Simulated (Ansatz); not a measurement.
**YCl: a short molecular-dynamics run**

A trajectory of YCl, a database structure with 4 atoms that was not relaxed first: 30 steps of 3 fs at constant energy, with velocities drawn for 300 K.

Method: DFT PBEsol, plane waves, PAW, scalar-relativistic, no spin polarisation, in Ansatz 0.2.0.

### 1 The starting structure

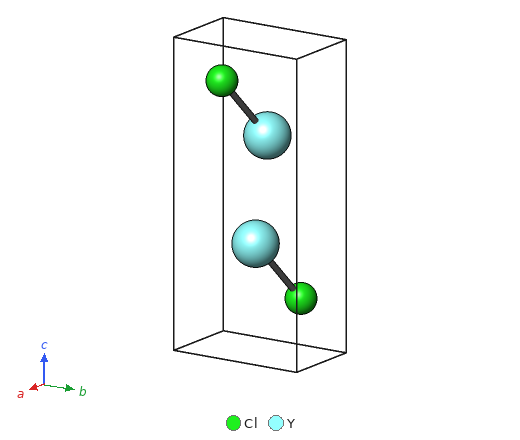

Start, viewed slightly off an axis; chlorine green, yttrium teal. Each atom of the cell is drawn once.

Coordinates:

```
CELL_PARAMETERS angstrom
3.73017 0.00000 0.00000
-1.86508 3.23042 0.00000
0.00000 -2.15361 9.12088
ATOMIC_POSITIONS crystal
Cl 0.38830 0.77660 0.16490
Cl 0.61170 0.22340 0.83510
Y 0.21683 0.43366 0.65049
Y 0.78317 0.56634 0.34951
```

### 2 The run

input.yaml reads:

```yaml
crystal:
  lattice:
    - [3.73016743, 0.0, 0.0]
    - [-1.86508372, 3.23041976, -5.3e-07]
    - [0.0, -2.15361167, 9.12087835]
  atoms:
    - { symbol: Cl, position: [0.3883, 0.7766, 0.1649] }
    - { symbol: Cl, position: [0.6117, 0.2234, 0.8351] }
    - { symbol: "Y", position: [0.21683, 0.43366, 0.65049] }
    - { symbol: "Y", position: [0.78317, 0.56634, 0.34951] }
kpoints:
  mp_grid: { grid: [5, 5, 2] }
magnetization:
  spin_polarized: false
scf:
  occupations: { method: gaussian, width: 0.1 }
hamiltonian:
  pseudopotentials: { kind: paw }
  xc: pbesol
basis:
  ecutwfc: 420
md:
  timestep: 3.0
  n_steps: 30
  ensemble: nve
  temperature: 300.0
  initial_velocities: maxwell_boltzmann
  seed: 900836
```

The run is started by

```sh
ansatz run input.yaml --threads 2 --pin off --max-ram 2560MiB --backend cpu --events-out ev --progress --plain --runs-dir out
```

Log:

```text
Warning: md: disabling space-group detection — thermal motion breaks the input geometry's symmetry, so no spatial operation reduces the k-mesh or symmetrises the density; time reversal is kept, so that k and −k are solved as one point where they differ and the mesh holds both, and exact exchange and, on two spinor components, a DFT+U term hold to it where the run has them: on two components no moment then forms, and a state that bears one, which a typed moment (crystal.atoms[].spin; refused beside efield: under a hybrid functional) reaches, can lie lower, under hf by electronvolts; crystal.symmetry.detect: false (a key that needs symmetry detection or time reversal refuses this as the deck is read) with time_reversal: false beside it drops time reversal too
Warning: RAYON_NUM_THREADS=2 ignored (pool sized by the plan → 2); use --threads N
Engine: ansatz 0.2.0, aarch64-unknown-linux-gnu
Pseudopotentials: kind: paw
Pseudopotential: Cl, paw, valence charge 7, recommended cutoff 420 eV (normal), Cl.paw.azcp
Pseudopotential: Y, paw, valence charge 11, recommended cutoff 420 eV (normal), Y.paw.azcp
Functional definition: PBEsol
  exchange = pbesol_x
  correlation = pbesol_c
Crystal: 4 atoms, lattice volume = 109.907 Å³
Basis set: ecut = 420 eV, 2167 PW (Γ), exchange–correlation on 50×50×128 points (8 copies of the dense FFT grid, shifted against one another)
Bands: 22, of which v1, the nominal top of the filled ones, is band 18 counted from 1 (17 counted from 0)
Symmetry: 1 space group operations
k-points: 26 of 50 (time reversal used)
Non-local potential: Cl, projectors of the file, l = 0: 2, l = 1: 2, l = 2: 2
Non-local potential: Y, projectors of the file, l = 0: 3, l = 1: 2, l = 2: 2, l = 3: 1
PAW form: soft (Blöchl's): semilocal exchange-correlation on the pseudo side does not see the compensation charge
PAW frozen core: Cl, regenerated for the run's functional, and the local potential with it (the file was generated under x = pbe(κ = 0.804, μ = 0.2195149727645171), c = pbe(β = 0.06672455060314922))
PAW frozen core: Y, regenerated for the run's functional, and the local potential with it (the file was generated under x = pbe(κ = 0.804, μ = 0.2195149727645171), c = pbe(β = 0.06672455060314922))
PAW one-centre angular grid: Cl, 110 points (default); XC on 64 Gauss nodes
PAW one-centre angular grid: Y, 590 points (default); XC on 64 Gauss nodes
Initial density: superposition of atomic densities (neutral atoms: chi_scale 0, normalization atom), corrected by the library's trained network
Initial wavefunctions: pseudopotential atomic-orbital guess
Functional: x = pbesol(κ = 0.804, μ = 0.12345679012345678), c = pbesol(β = 0.046)
SCF iter   1: F=—  HF=-9717.687749 eV  |F-HF|=—  |Δ(HF+E_count)|=         —  Δρ=3.94e-3  dr2=2.10e-2  ethr=1.77e-3  ⟨swp⟩=5.7  Hψ=2518  notcnv=0
preconditioner: auto → LDOS  [metal: Δε(μ)=0.082 eV  Ē_g=5.693 eV  σ=0.100 eV  W_gap=0.40  n_scr=30 (ndim 8)  ℏωp=14.2 eV  f_vac=0.033  D(μ)=9.18/eV (n_scr^D=100)  β→1.0]
SCF iter   2: F=—  HF=-9717.685138 eV  |F-HF|=—  |Δ(HF+E_count)|=   2.61e-3  Δρ=1.55e-3  dr2=2.28e-3  ethr=5.84e-5  ⟨swp⟩=2.0  Hψ=1045  notcnv=0
SCF iter   3: F=—  HF=-9717.684884 eV  |F-HF|=—  |Δ(HF+E_count)|=   2.54e-4  Δρ=4.55e-4  dr2=3.40e-4  ethr=6.33e-6  ⟨swp⟩=2.0  Hψ=922  notcnv=0
SCF iter   4: F=—  HF=-9717.684818 eV  |F-HF|=—  |Δ(HF+E_count)|=   6.69e-5  Δρ=1.61e-4  dr2=5.20e-5  ethr=9.44e-7  ⟨swp⟩=2.0  Hψ=925  notcnv=0
SCF iter   5: F=—  HF=-9717.684818 eV  |F-HF|=—  |Δ(HF+E_count)|=   7.35e-8  Δρ=5.54e-5  dr2=7.43e-6  ethr=1.44e-7  ⟨swp⟩=2.9  Hψ=1058  notcnv=0
SCF iter   6: F=—  HF=-9717.684818 eV  |F-HF|=—  |Δ(HF+E_count)|=   3.27e-7  Δρ=2.10e-5  dr2=2.25e-6  ethr=2.06e-8  ⟨swp⟩=2.4  Hψ=807  notcnv=0
SCF iter   7: F=—  HF=-9717.684818 eV  |F-HF|=—  |Δ(HF+E_count)|=   4.90e-7  Δρ=1.23e-5  dr2=5.21e-7  ethr=6.26e-9  ⟨swp⟩=2.0  Hψ=764  notcnv=0
SCF iter   8: F=—  HF=-9717.684818 eV  |F-HF|=—  |Δ(HF+E_count)|=   7.24e-8  Δρ=4.12e-6  dr2=4.01e-8  ethr=1.45e-9  ⟨swp⟩=3.0  Hψ=997  notcnv=0
SCF iter   9: F=—  HF=-9717.684818 eV  |F-HF|=—  |Δ(HF+E_count)|=   1.92e-9  Δρ=1.64e-6  dr2=5.59e-9  ethr=1.11e-10  ⟨swp⟩=1.2  Hψ=577  notcnv=0
SCF iter  10: F=-9717.684818 eV  HF=-9717.684818 eV  |F-HF|=9.46e-11  |Δ(HF+E_count)|=  3.91e-10  Δρ=5.91e-7  dr2=3.37e-10  ethr=1.11e-11  ⟨swp⟩=4.0  Hψ=1844  notcnv=0
SCF 1 converged in 10 iterations: F = -9717.684818 eV  dr2 = 3.37e-10
md step     0: t =     0.00 fs  T =   300.0 K  F+E_penalty+E_count = -9717.68481835 eV  E_kin = 0.116334 eV  conserved = -9717.56848435 eV  (10 SCF iters)
[... 13 lines left out ...]
md step     1: t =     3.00 fs  T =   296.6 K  F+E_penalty+E_count = -9717.68350830 eV  E_kin = 0.115025 eV  conserved = -9717.56848365 eV  (8 SCF iters)
[... 11 lines left out ...]
md step     2: t =     6.00 fs  T =   288.6 K  F+E_penalty+E_count = -9717.68040068 eV  E_kin = 0.111923 eV  conserved = -9717.56847760 eV  (8 SCF iters)
[... 1 line left out ...]
md step     3: t =     9.00 fs  T =   276.3 K  F+E_penalty+E_count = -9717.67560038 eV  E_kin = 0.107134 eV  conserved = -9717.56846638 eV  (8 SCF iters)
md step     4: t =    12.00 fs  T =   260.1 K  F+E_penalty+E_count = -9717.66929403 eV  E_kin = 0.100844 eV  conserved = -9717.56845039 eV  (8 SCF iters)
md step     5: t =    15.00 fs  T =   240.6 K  F+E_penalty+E_count = -9717.66174273 eV  E_kin = 0.093312 eV  conserved = -9717.56843041 eV  (3 SCF iters)
md step     6: t =    18.00 fs  T =   218.8 K  F+E_penalty+E_count = -9717.65327010 eV  E_kin = 0.084863 eV  conserved = -9717.56840741 eV  (2 SCF iters)
md step     7: t =    21.00 fs  T =   195.6 K  F+E_penalty+E_count = -9717.64424608 eV  E_kin = 0.075863 eV  conserved = -9717.56838265 eV  (4 SCF iters)
md step     8: t =    24.00 fs  T =   172.0 K  F+E_penalty+E_count = -9717.63506685 eV  E_kin = 0.066709 eV  conserved = -9717.56835758 eV  (3 SCF iters)
md step     9: t =    27.00 fs  T =   149.1 K  F+E_penalty+E_count = -9717.62613239 eV  E_kin = 0.057799 eV  conserved = -9717.56833367 eV  (4 SCF iters)
md step    10: t =    30.00 fs  T =   127.7 K  F+E_penalty+E_count = -9717.61782259 eV  E_kin = 0.049510 eV  conserved = -9717.56831245 eV  (8 SCF iters)
md step    11: t =    33.00 fs  T =   108.8 K  F+E_penalty+E_count = -9717.61047353 eV  E_kin = 0.042178 eV  conserved = -9717.56829531 eV  (2 SCF iters)
md step    12: t =    36.00 fs  T =    93.0 K  F+E_penalty+E_count = -9717.60435568 eV  E_kin = 0.036072 eV  conserved = -9717.56828340 eV  (3 SCF iters)
md step    13: t =    39.00 fs  T =    80.9 K  F+E_penalty+E_count = -9717.59965616 eV  E_kin = 0.031379 eV  conserved = -9717.56827751 eV  (3 SCF iters)
md step    14: t =    42.00 fs  T =    72.7 K  F+E_penalty+E_count = -9717.59646741 eV  E_kin = 0.028190 eV  conserved = -9717.56827782 eV  (2 SCF iters)
md step    15: t =    45.00 fs  T =    68.3 K  F+E_penalty+E_count = -9717.59478400 eV  E_kin = 0.026500 eV  conserved = -9717.56828393 eV  (3 SCF iters)
md step    16: t =    48.00 fs  T =    67.6 K  F+E_penalty+E_count = -9717.59450852 eV  E_kin = 0.026214 eV  conserved = -9717.56829489 eV  (2 SCF iters)
md step    17: t =    51.00 fs  T =    70.0 K  F+E_penalty+E_count = -9717.59546631 eV  E_kin = 0.027157 eV  conserved = -9717.56830934 eV  (3 SCF iters)
md step    18: t =    54.00 fs  T =    75.0 K  F+E_penalty+E_count = -9717.59742714 eV  E_kin = 0.029102 eV  conserved = -9717.56832563 eV  (3 SCF iters)
md step    19: t =    57.00 fs  T =    82.0 K  F+E_penalty+E_count = -9717.60013117 eV  E_kin = 0.031789 eV  conserved = -9717.56834203 eV  (3 SCF iters)
md step    20: t =    60.00 fs  T =    90.2 K  F+E_penalty+E_count = -9717.60331566 eV  E_kin = 0.034959 eV  conserved = -9717.56835701 eV  (8 SCF iters)
md step    21: t =    63.00 fs  T =    98.9 K  F+E_penalty+E_count = -9717.60673921 eV  E_kin = 0.038370 eV  conserved = -9717.56836930 eV  (3 SCF iters)
md step    22: t =    66.00 fs  T =   107.9 K  F+E_penalty+E_count = -9717.61020078 eV  E_kin = 0.041823 eV  conserved = -9717.56837824 eV  (2 SCF iters)
md step    23: t =    69.00 fs  T =   116.5 K  F+E_penalty+E_count = -9717.61355193 eV  E_kin = 0.045168 eV  conserved = -9717.56838352 eV  (4 SCF iters)
md step    24: t =    72.00 fs  T =   124.6 K  F+E_penalty+E_count = -9717.61670166 eV  E_kin = 0.048316 eV  conserved = -9717.56838533 eV  (2 SCF iters)
md step    25: t =    75.00 fs  T =   132.1 K  F+E_penalty+E_count = -9717.61961442 eV  E_kin = 0.051230 eV  conserved = -9717.56838411 eV  (3 SCF iters)
md step    26: t =    78.00 fs  T =   139.1 K  F+E_penalty+E_count = -9717.62230237 eV  E_kin = 0.053922 eV  conserved = -9717.56838059 eV  (3 SCF iters)
md step    27: t =    81.00 fs  T =   145.5 K  F+E_penalty+E_count = -9717.62481380 eV  E_kin = 0.056438 eV  conserved = -9717.56837578 eV  (2 SCF iters)
md step    28: t =    84.00 fs  T =   151.8 K  F+E_penalty+E_count = -9717.62721937 eV  E_kin = 0.058849 eV  conserved = -9717.56837058 eV  (3 SCF iters)
md step    29: t =    87.00 fs  T =   157.9 K  F+E_penalty+E_count = -9717.62959783 eV  E_kin = 0.061232 eV  conserved = -9717.56836584 eV  (2 SCF iters)
[... 11 lines left out ...]
md step    30: t =    90.00 fs  T =   164.2 K  F+E_penalty+E_count = -9717.63202260 eV  E_kin = 0.063660 eV  conserved = -9717.56836220 eV  (8 SCF iters)
SCF converged after 8 iterations
Free energy (F): -9717.632023 eV
Harris-Foulkes:  -9717.632023 eV  (|F-HF|=2.27e-9)
Internal energy: -9717.593365 eV  (E = F + TS)
E sigma→0 (E₀):  -9717.612694 eV
Entropy (-TS):   -0.038658 eV (-9.664 meV/atom)
Fermi energy:    7.626594 eV
--- Per-component energies (eV) ---
  E_band       = -295.329686
  E_kinetic    = 931.512568
  E_local      = -1858.482706  (includes V_loc(G=0)·N_el)
  E_nonlocal   = 160.505872
  E_hartree    = 606.917315
  E_xc         = -555.366705
  E_vxc        = -639.069056  (∫ρ·V_xc dr)
  E_paw        = -6830.326647  (= ΣΔE_a)
  E_vpaw       = -103.631046  (= ΣTr[D̂ρ^β])
  E_aug_tail   = 0.000192  (compensation charges beyond the density's cutoff)
  E_ewald      = -2172.807664
  E_core_change = 0.454410  (= ΣΔE_core)
  E_smearing   = -0.038658  (= −TS)
  E_closure    = -0.000000  (closes the sum)
  Σ components = -9717.632023   (vs F -9717.632023, Δ=0.00e0)
--- Forces (eV/Å), atoms counted from 1 ---
  atom   1  Cl    -0.16861226    -0.07298468     0.41788149
  atom   2  Cl     0.05173273     0.16677212     0.10893702
  atom   3  Y     -0.11597839    -0.27638556    -0.09955244
  atom   4  Y      0.23285640     0.18259917    -0.42733440
  max |Σ_I F_I| component: 6.83e-5 eV/Å
--- MD trajectory: 30 steps, t = 0.0 → 90.0 fs ---
  final state: T = 164.2 K   F+E_penalty+E_count = -9717.63202260 eV   E_kin = 0.063660 eV
  conserved energy: peak-to-peak 2.068e-4 eV (5.171e-5 eV/atom) over 90.0 fs
```

Wall time 57 s (2 threads of Arm Neoverse V1, shared host); peak memory 0.38 GiB.

### 3 Frames and traces

The trajectory, every 2 steps (energies from step 0); msd is the mean square displacement from the start, the centre of mass held:

```
time (fs)  T (K)  potential energy change (meV/atom)  total energy change (meV/atom)  msd Cl (Å²)  msd Y (Å²)
      0.0    300                                 0.0                            0.00        0.000       0.000
      6.0    289                                 1.1                            0.00        0.001       0.000
     12.0    260                                 3.9                            0.01        0.002       0.001
     18.0    219                                 7.9                            0.02        0.004       0.002
     24.0    172                                12.4                            0.03        0.007       0.003
     30.0    128                                16.7                            0.04        0.009       0.005
     36.0     93                                20.1                            0.05        0.011       0.006
     42.0     73                                22.1                            0.05        0.013       0.008
     48.0     68                                22.6                            0.05        0.013       0.009
     54.0     75                                21.8                            0.04        0.013       0.010
     60.0     90                                20.4                            0.03        0.013       0.011
     66.0    108                                18.7                            0.03        0.012       0.012
     72.0    125                                17.0                            0.02        0.011       0.012
     78.0    139                                15.6                            0.03        0.011       0.012
     84.0    152                                14.4                            0.03        0.010       0.012
     90.0    164                                13.2                            0.03        0.010       0.012
```

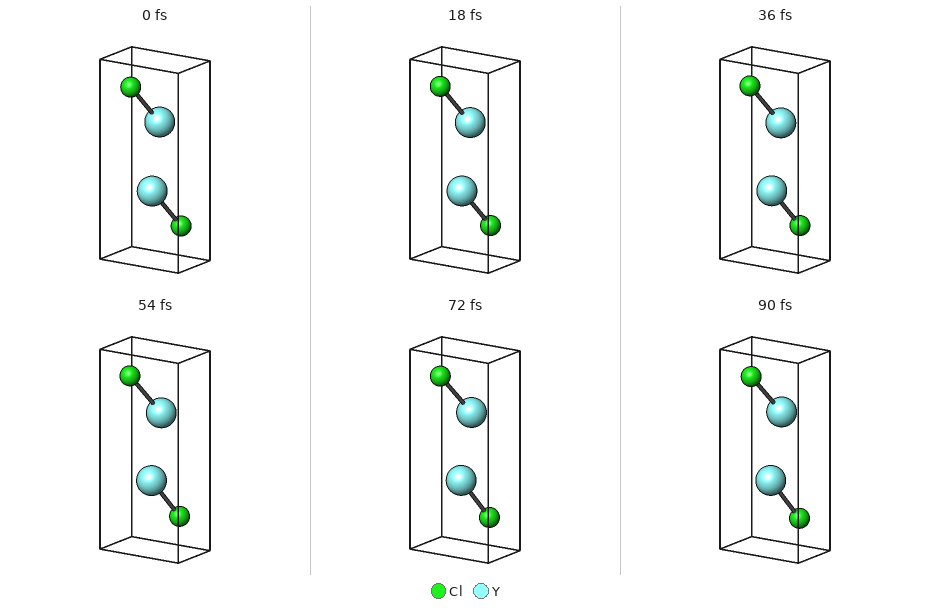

Six frames of the run, seen slightly off an axis. Each atom of the cell is drawn once. Atoms are followed across the cell's faces. Sticks are the contacts of the first frame, kept unless stretched by 40 %.

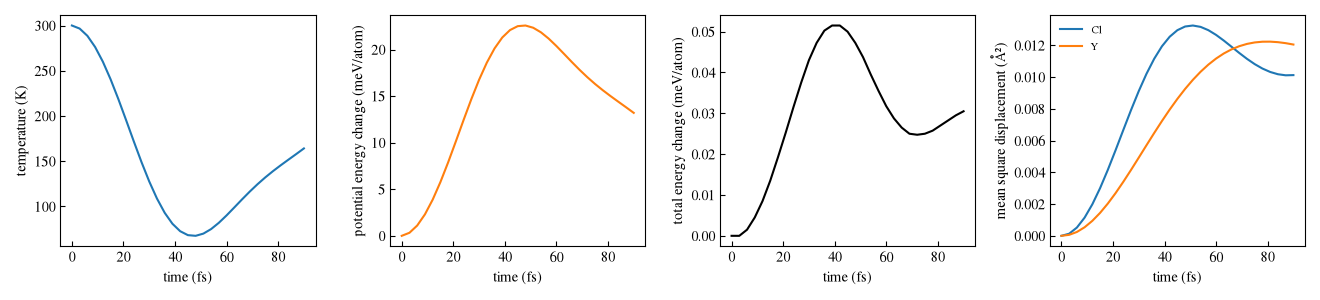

Time series of the run, each on its own scale.

### 4 Frames from the trajectory

Positions (Å) and forces (eV/Å):

```xyz
4
Lattice="3.730 0.000 0.000 -1.865 3.230 0.000 0.000 -2.154 9.121" Properties=species:S:1:pos:R:3:forces:R:3 pbc="T T T" time_fs=12.0 T=260 dE=0.0155
Cl    0.050    2.149    1.528   -0.157   -0.012   -0.260
Cl    1.858   -1.101    7.633    0.035    0.098   -0.058
Y     0.009    0.027    5.923   -0.064   -0.127    0.277
Y     1.839    1.061    3.182    0.186    0.041    0.040
4
Lattice="3.730 0.000 0.000 -1.865 3.230 0.000 0.000 -2.154 9.121" Properties=species:S:1:pos:R:3:forces:R:3 pbc="T T T" time_fs=24.0 T=172 dE=0.0498
Cl    0.094    2.144    1.542   -0.307    0.009   -0.415
Cl    1.853   -1.121    7.647    0.054    0.182   -0.137
Y     0.017    0.052    5.916   -0.115   -0.240    0.367
Y     1.816    1.046    3.177    0.367    0.049    0.185
4
Lattice="3.730 0.000 0.000 -1.865 3.230 0.000 0.000 -2.154 9.121" Properties=species:S:1:pos:R:3:forces:R:3 pbc="T T T" time_fs=33.0 T=109 dE=0.0743
Cl    0.119    2.141    1.542   -0.389    0.032   -0.468
Cl    1.850   -1.131    7.654    0.062    0.232   -0.156
Y     0.022    0.069    5.916   -0.142   -0.308    0.385
Y     1.802    1.035    3.175    0.469    0.044    0.240
4
Lattice="3.730 0.000 0.000 -1.865 3.230 0.000 0.000 -2.154 9.121" Properties=species:S:1:pos:R:3:forces:R:3 pbc="T T T" time_fs=45.0 T=68 dE=0.0900
Cl    0.140    2.137    1.527   -0.430    0.046   -0.412
Cl    1.848   -1.137    7.659    0.067    0.281   -0.136
Y     0.026    0.086    5.920   -0.164   -0.374    0.352
Y     1.790    1.021    3.176    0.527    0.047    0.197
4
Lattice="3.730 0.000 0.000 -1.865 3.230 0.000 0.000 -2.154 9.121" Properties=species:S:1:pos:R:3:forces:R:3 pbc="T T T" time_fs=57.0 T=82 dE=0.0847
Cl    0.143    2.135    1.496   -0.391    0.025   -0.215
Cl    1.849   -1.132    7.658    0.070    0.304   -0.080
Y     0.028    0.098    5.929   -0.172   -0.406    0.267
Y     1.786    1.008    3.179    0.493    0.078    0.028
4
Lattice="3.730 0.000 0.000 -1.865 3.230 0.000 0.000 -2.154 9.121" Properties=species:S:1:pos:R:3:forces:R:3 pbc="T T T" time_fs=66.0 T=108 dE=0.0746
Cl    0.136    2.135    1.466   -0.331   -0.005   -0.015
Cl    1.852   -1.121    7.655    0.071    0.298   -0.027
Y     0.028    0.103    5.939   -0.169   -0.404    0.181
Y     1.788    0.999    3.182    0.429    0.111   -0.138
4
Lattice="3.730 0.000 0.000 -1.865 3.230 0.000 0.000 -2.154 9.121" Properties=species:S:1:pos:R:3:forces:R:3 pbc="T T T" time_fs=78.0 T=139 dE=0.0625
Cl    0.115    2.134    1.427   -0.245   -0.045    0.243
Cl    1.858   -1.095    7.650    0.067    0.252    0.045
Y     0.025    0.104    5.954   -0.151   -0.361    0.046
Y     1.797    0.988    3.184    0.329    0.153   -0.334
4
Lattice="3.730 0.000 0.000 -1.865 3.230 0.000 0.000 -2.154 9.121" Properties=species:S:1:pos:R:3:forces:R:3 pbc="T T T" time_fs=90.0 T=164 dE=0.0528
Cl    0.085    2.131    1.398   -0.169   -0.073    0.418
Cl    1.866   -1.060    7.648    0.052    0.167    0.109
Y     0.020    0.100    5.970   -0.116   -0.276   -0.100
Y     1.811    0.980    3.181    0.233    0.183   -0.427
```

### 5 What came out

| quantity | value |
| --- | --- |
| length | 30 steps of 3 fs |
| temperature, first and last step | 300 and 164 K |
| temperature, second half | mean 112 K, from 68 to 164 K |
| potential energy, second half | +18 meV/atom from the start |
| largest change of the total energy | 0.05 meV/atom |
| mean square displacement, second half | Cl 0.012, Y 0.011 Å² |

**Reading.** The temperature starts at 300 K and averages 112 K in the second half, where it still rises, from 68 to 164 K. The total energy strays from its start by at most 0.05 meV/atom, 0.4 % of the mean kinetic energy, which is good for a step of 3 fs. No atom gets farther than 0.14 Å from its start, with the drift of the whole removed, against a typical distance of 2.7 Å between sites at the start. 90 fs on 4 atoms is far too short and small for converged averages.
